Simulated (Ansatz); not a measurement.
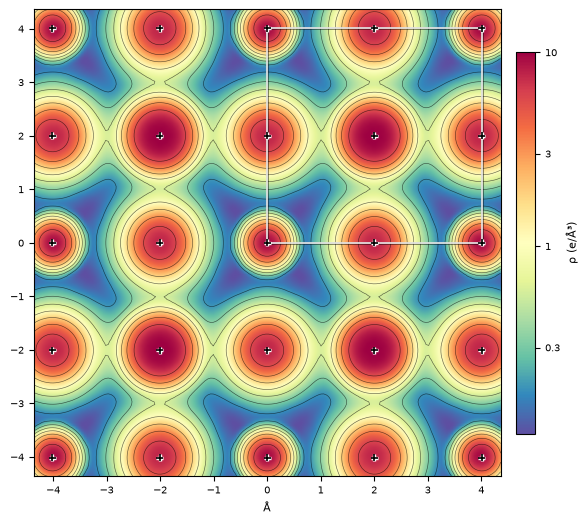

The valence charge density (pseudo) on a plane through atoms (crosses mark nuclei in the plane).

Theory: DFT PBE, scalar-relativistic, plane waves, PAW in Ansatz.

Candidates:
A. Li3TiO3, a = 4.01 Å, b = 4.01 Å, c = 4.01 Å, α = 90.00°, β = 90.00°, γ = 90.00°. Space group Pm-3m; a generated structure, not necessarily the stable one; changed on purpose from its base cell (volume × 0.97); computed pressure about 4 GPa in this cell; computed without spin polarisation.
B. Zn2CdSe3, a = 4.14 Å, b = 4.14 Å, c = 17.80 Å, α = 90.00°, β = 90.00°, γ = 90.00°. Space group I-4m2; a generated structure, not necessarily the stable one.
C. ZrCrC5, a = 5.06 Å, b = 5.55 Å, c = 4.51 Å, α = 90.00°, β = 90.00°, γ = 90.00°. Space group Cmm2; a generated structure, not necessarily the stable one; computed without spin polarisation.

Question: Which system is this?

Answer: Candidate A: Li3TiO3 on the (100) plane of the conventional cell, which holds Li, Ti and O. Li–O (2.01 Å): ρ is about 0.34 e/Å³ halfway. Ti–O (2.01 Å): ρ at the midpoint is about 0.6 e/Å³.
